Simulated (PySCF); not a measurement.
**C₅H₈NSi₂: EPR calculation**

- system: C₅H₈NSi₂, multiplicity 2
- method: UKS B3LYP, pcH-1 on C H N Si, non-relativistic, mean-field spin-orbit, GIAO (PySCF 2.14.0)

It belongs to a series of runs on one base structure; here: H removed from Si.

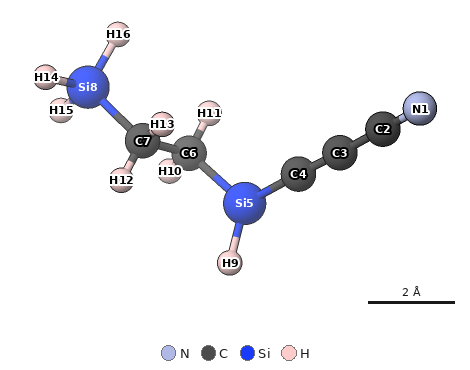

Fig. 1: The input geometry (ball-and-stick view, seen at a tilt; atoms are numbered from 1 in the order of the input).

Input file
```
{"job": {"kind": "epr", "basis": "pcH-1"}, "charge": 0, "multiplicity": 2}
N      4.769346     2.611188    -1.796693
C      4.074337     1.815609    -1.321347
C      3.261064     0.892137    -0.776068
C      2.497713     0.103072    -0.216102
Si     1.408375    -1.200178     0.355691
C     -0.442817    -1.009356     0.016475
C     -1.107505    -0.070789     1.031086
Si    -2.955338     0.213384     0.657738
H      1.823367    -1.988078     1.503166
H     -0.941793    -1.981379     0.046011
H     -0.594633    -0.612472    -0.989681
H     -0.989450    -0.478290     2.037856
H     -0.584902     0.888120     1.027709
H     -3.508426     1.122326     1.659787
H     -3.645776    -1.078371     0.706481
H     -3.071161     0.782022    -0.686037
```

The first line tells a small driver script what to run in PySCF; the rest is the geometry in Å.

Run on 1 CPU thread, shared host.

Command:
```bash
OMP_NUM_THREADS=1 python <driver script> task.json out
```

The program's output
```
UKS, coarse grid
  cycle   1  E = -828.90914139  |g| = 4.29e-01
  cycle   2  E = -828.69865848  |g| = 7.62e-01
  cycle   3  E = -828.98201193  |g| = 2.27e-01
  cycle   4  E = -829.00474678  |g| = 6.74e-02
  cycle   5  E = -829.00709687  |g| = 2.66e-02
  cycle   6  E = -829.00740200  |g| = 1.44e-02
  cycle   7  E = -829.00753173  |g| = 3.29e-03
  cycle   8  E = -829.00754945  |g| = 1.84e-03
  cycle   9  E = -829.00755327  |g| = 9.00e-04
UKS, final grid
  cycle   1  E = -829.00754193  |g| = 1.02e-03
  cycle   2  E = -829.00754159  |g| = 1.84e-03
  cycle   3  E = -829.00754324  |g| = 5.69e-04
  cycle   4  E = -829.00754351  |g| = 3.04e-04
  cycle   5  E = -829.00754396  |g| = 1.50e-04
  cycle   6  E = -829.00754398  |g| = 6.82e-05
  cycle   7  E = -829.00754398  |g| = 1.88e-05
E = -829.00754398 Eh   <S^2> = 0.7638 (exact 0.7500)
g shifts (ppm)      1          2          3
  rmc          -148       -148       -148
  gc              6         56         54
  oz_so           5        421       1388
  total        -137        329       1294
hyperfine (MHz)  atom isotope    a_iso     a_fc   dipolar eigenvalues
    0   14N       3.53       3.55     -7.05     -4.35     11.40
    1   13C     -23.56     -23.57     -7.25     -1.00      8.25
    2   13C      23.54      23.67    -23.62    -16.64     40.26
    3   13C     -28.47     -28.46    -13.72      0.58     13.13
    4  29Si    -225.23    -226.30   -162.30     80.79     81.51
    5   13C      -0.16      -0.18     -1.69     -1.07      2.76
    6   13C      35.37      35.37     -2.66     -2.57      5.22
    7  29Si     -12.65     -12.67     -4.00      1.97      2.03
    8    1H     -22.03     -22.05    -10.12      2.47      7.65
    9    1H       4.80       4.79     -3.08     -1.79      4.87
   10    1H       3.97       3.97     -2.95     -1.75      4.69
   11    1H       0.43       0.43     -2.83     -0.92      3.75
   12    1H       1.28       1.28     -3.01     -0.66      3.67
   13    1H       2.23       2.23     -0.58     -0.27      0.85
   14    1H      -0.00      -0.00     -0.61     -0.31      0.92
   15    1H      -0.19      -0.19     -0.62     -0.31      0.94
```

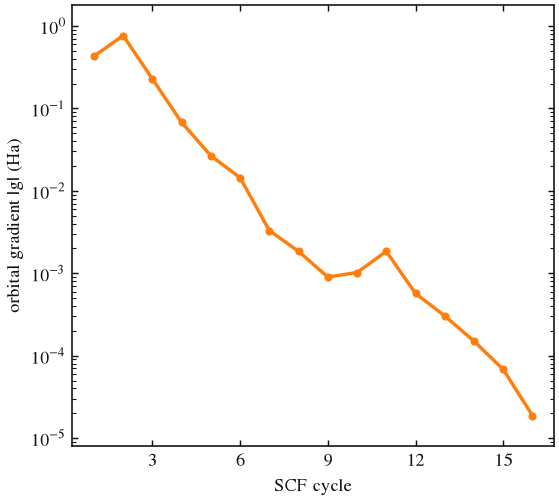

Fig. 2: Convergence of the self-consistent field: orbital gradient |g| against the SCF cycle. All cycles printed in the log are drawn one after another.

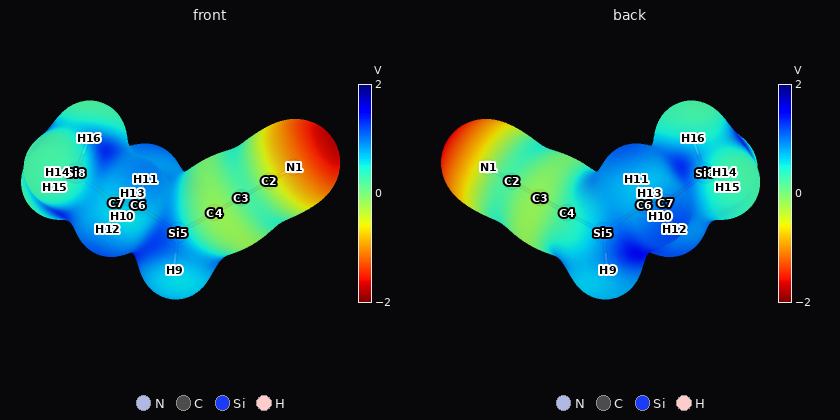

Fig. 3: The molecular electrostatic potential painted on the density surface at 0.002 e/bohr³, seen at a tilt and from behind; the colour scale runs from red (negative) to blue (positive). A positive charge is drawn to the negative regions and a negative charge to the positive ones.

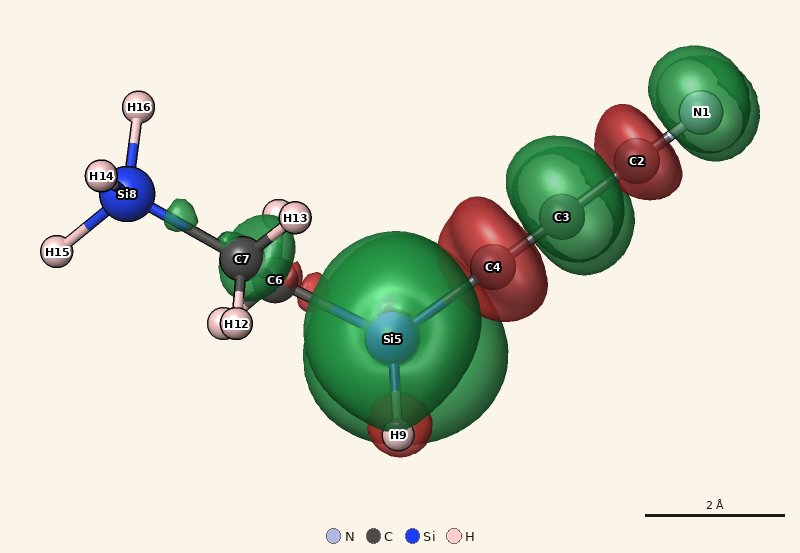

Fig. 4: Isosurfaces of the spin density (α minus β) at +0.008 (green) and −0.008 e/Å³ (red), seen at a tilt. The unpaired spin (1 electron) lies mostly on Si5 (about 0.6), C3 (about 0.2) and N1 (about 0.1), in electrons by Hirshfeld's partition.

Summary

```tsv
quantity	value
outcome	converged
total energy	−829.007544 hartree
⟨S²⟩	0.764
isotropic g	2.0028
wall time	1.8 min
peak memory	1.1 GiB
```
